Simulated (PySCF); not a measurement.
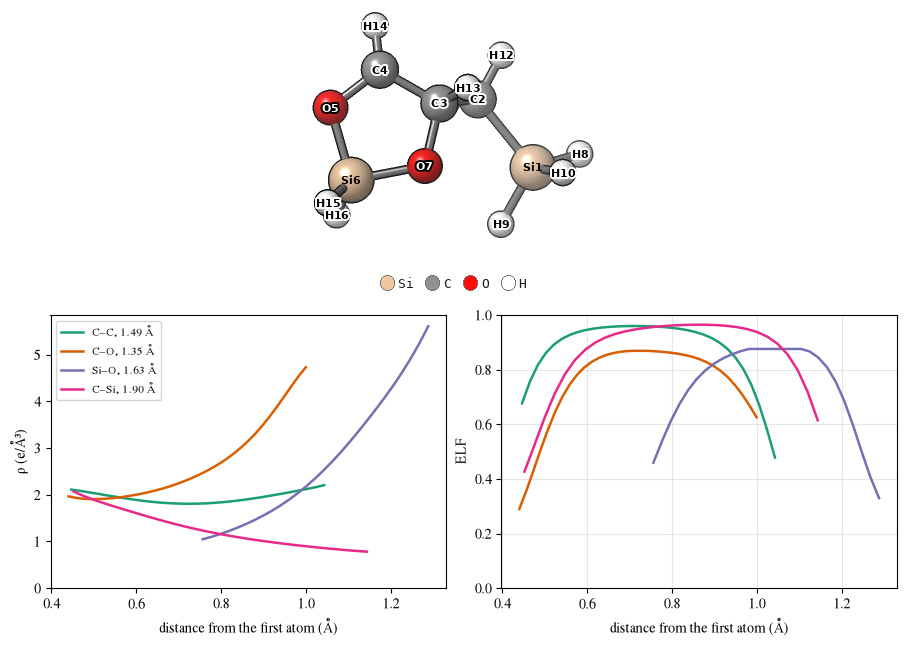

C3H9O2Si2 (SMILES [SiH3]C[C@H]1[CH]O[SiH2]O1) (doublet). Electron density and ELF along straight lines between neighbouring atoms. The curves leave out the atomic cores. The structure is drawn too.

Geometry: GFN2-xTB.

All numbers below come from UKS B3LYP, pcH-1 on C H O Si, non-relativistic, mean-field spin-orbit, GIAO in PySCF.

Input

```
{"job": {"kind": "epr", "basis": "pcH-1"}, "charge": 0, "multiplicity": 2}
Si    -2.101870    -0.286847    -0.775152
C     -0.939317    -0.636338     0.692869
C      0.088544     0.495595     0.756815
C      1.337827     0.116112     1.472679
O      2.401930    -0.013705     0.644433
Si     2.024750     0.486134    -0.886993
O      0.463663     0.845932    -0.561453
H     -3.273431    -1.156314    -0.606677
H     -1.451220    -0.601720    -2.044099
H     -2.528587     1.110395    -0.724836
H     -0.418184    -1.583180     0.543166
H     -1.469859    -0.701009     1.641280
H     -0.388548     1.379867     1.205207
H      1.346222    -0.494859     2.357492
H      2.743478     1.701407    -1.225529
H      2.157005    -0.652525    -1.782516
```

Run with:

```sh
OMP_NUM_THREADS=1 python probes_run.py task.json out
```

**What can be read from the curves?**

C–C (1.49 Å): ρ is about 1.8 e/Å³ halfway; the ELF peaks at about 0.95 between the atoms; a shared electron pair.
C–O (1.35 Å): ρ is about 2.2 e/Å³ halfway, with its minimum of 1.9 e/Å³ about 0.5 Å from C; the ELF peaks at about 0.85 between the atoms; a polar covalent bond.
Si–O (1.63 Å): ρ at the midpoint is about 1.2 e/Å³; the ELF peaks at about 0.90 between the atoms: a shared but strongly polarised pair.
C–Si (1.90 Å): ρ at the midpoint is about 0.95 e/Å³; the ELF peaks at about 0.95 between the atoms: a shared electron pair.
